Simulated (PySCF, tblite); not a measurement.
**C₃H₈Cl₂OSi₂: geometry, infrared bands and NMR shifts**

Wanted: the infrared bands and NMR shifts of C₃H₈Cl₂OSi₂ (`CO[SiH2]/C=C(\Cl)[SiH2]Cl`), by calculation.

Programs: tblite 0.8.0 and PySCF 2.14.0, with density-fitted response routines of our own. Each step states its level of theory. These are calculated values for one molecule in the gas phase, unless marked as measured. Atoms count from 0, in the outputs and in this text.

## Step 1: The starting structure

16 atoms, charge 0, multiplicity 1; geometry from: force field or distance geometry start.

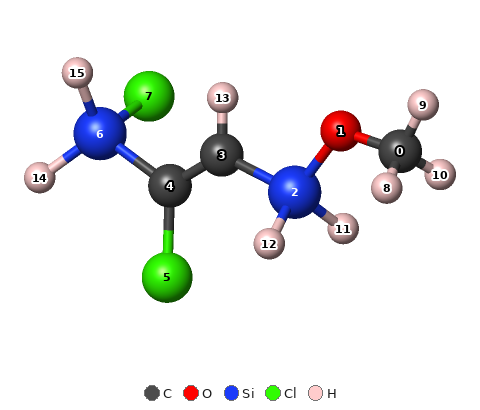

The starting geometry (carbon dark grey, oxygen red, silicon blue, chlorine green, hydrogen pink), atoms numbered.

## Step 2: Optimising the geometry with GFN2-xTB

The job: settings as JSON, then the geometry in Å.

```
{"job": {"kind": "relax", "xc": "GFN2-xTB", "basis": "xTB"}, "charge": 0, "multiplicity": 1}
C     -3.452100    -0.342700    -0.396000
O     -2.089400    -0.647200    -0.258700
Si    -1.006500     0.600500    -0.013700
C      0.706100     0.001700     0.085200
C      1.852500     0.655800     0.354800
Cl     1.841400     2.391400     0.645500
Si     3.514000    -0.223700     0.392900
Cl     3.969300    -0.487100    -1.580200
H     -3.850600     0.146300     0.503800
H     -4.012700    -1.278100    -0.531200
H     -3.638100     0.285600    -1.278600
H     -1.156200     1.545300    -1.148500
H     -1.394800     1.303100     1.245700
H      0.735800    -1.076800    -0.095400
H      4.580800     0.600800     1.023700
H      3.393100    -1.567000     1.039300
```

Launch:

```sh
$ OMP_NUM_THREADS=1 python probes_run.py task.json out
```

The driver reads the jobs from task.json and runs them one after another.

**Question.** This job is followed by: GFN2-xTB harmonic vibrations, gas phase; GIAO PBE0/pcSseg-1 NMR shielding, non-relativistic, gas phase. Predict these results of the whole session: strongest single infrared mode (GFN2-xTB); zero-point energy (GFN2-xTB); 13C shifts against TMS (PBE0/pcSseg-1); 1H shifts against TMS (PBE0/pcSseg-1, means over atoms taken as alike); 17O shifts against H2O (PBE0/pcSseg-1); 29Si shifts against TMS (PBE0/pcSseg-1); 35Cl shifts against HCl (PBE0/pcSseg-1).

The runs gave:

| quantity | value |
| --- | --- |
| strongest single infrared mode (GFN2-xTB) | 701 cm⁻¹, 542 km/mol |
| zero-point energy (GFN2-xTB) | 61.6 kcal/mol |
| 13C shifts against TMS (PBE0/pcSseg-1) | 162.7, 153.8, 53.9 ppm |
| 1H shifts against TMS (PBE0/pcSseg-1, means over atoms taken as alike) | 6.79, 5.27, 5.15, 3.83 ppm |
| 17O shifts against H2O (PBE0/pcSseg-1) | -5.0 ppm |
| 29Si shifts against TMS (PBE0/pcSseg-1) | -22.4, -33.3 ppm |
| 35Cl shifts against HCl (PBE0/pcSseg-1) | 282, -48 ppm |

In words: The optimisation took 127 steps and gained 0.329 eV; among the close pairs (by a distance rule), Si2–C3 changed most, from 1.817 to 1.876 Å. All 42 modes are real, so the xTB geometry is a minimum. The strongest single mode, at 701 cm⁻¹, moves mainly H15 and H14. Unscaled tight-binding wavenumbers are off by several per cent, some by more. Its intensities can rank the bands wrongly. The most deshielded hydrogen is H13 (hydrogen on an alkene CH), at 6.79 ppm: olefinic region. At PBE0/pcSseg-1: Shielding is most anisotropic at Cl5 (span 506 ppm, paramagnetic term -481 ppm).
